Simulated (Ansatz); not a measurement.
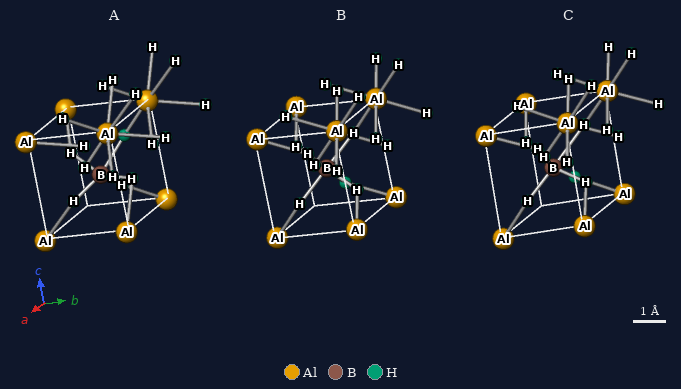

3 geometries from one relaxation of a crystal of AlBH6 (built on the CuSnF6-2 type type), in shuffled order. The picture is a ball-and-stick view of the cell of the calculation, reduced to other axes, seen slightly off an axis. Lengths and directions refer to the drawn axes.

Case: shaken.

All numbers below come from Ansatz, DFT, PBEsol, plane waves, PAW. (plane-wave cutoff 420 eV; k-point mesh 6 × 6 × 6; occupations fermi dirac; smearing width 0.05 eV; no spin polarisation; cell and atoms relaxed; force threshold 0.01 eV/Å; at most 120 steps)

**Put them in the order of the run, from the start to the converged end.**

A, C, B. They are steps 0, 3, 11, at +135 meV per atom, +9.3 meV per atom relative to the last. Over 9 accepted moves (11 points after the start) the energy falls by 135 meV per atom. Largest force component: 1.9 eV/Å at the start, 0.00075 eV/Å at the end. Pressure: 7.40 GPa at the start and 0.00 GPa at the end. The SCF was repeated twice at an unchanged geometry on a basis and grid sized afresh for the cell, which shifted the energy by 0.1 meV per atom at most. The atom that moves furthest relative to the cell is an H atom (0.34 Å roughly along [1 0 −1]). By element the largest moves are H 0.34 Å, Al 0.26 Å, B 0.21 Å. The volume changes by −1.0 %, with a 3.973 → 4.004 Å (+0.8 %), b 4.020 → 4.005 Å (−0.4 %), c 4.238 → 4.257 Å (+0.5 %), α 62.3° → 62.0°, β 62.7° → 62.0°, γ 61.5° → 60.0°. Some distances before and after: Al–H 2.030 → 1.744 Å, Al–H 1.991 → 1.744 Å, B–H 1.201 → 1.404 Å, B–H 1.596 → 1.404 Å. Among the angles between lasting bonds that change: H–B–H 121.1° → 91.0°, H–Al–H 154.5° → 180.0°, H–B–H 156.3° → 180.0°. The space group (tolerance 0.01 Å) goes from P1 (No. 1) to R-3 (No. 148).
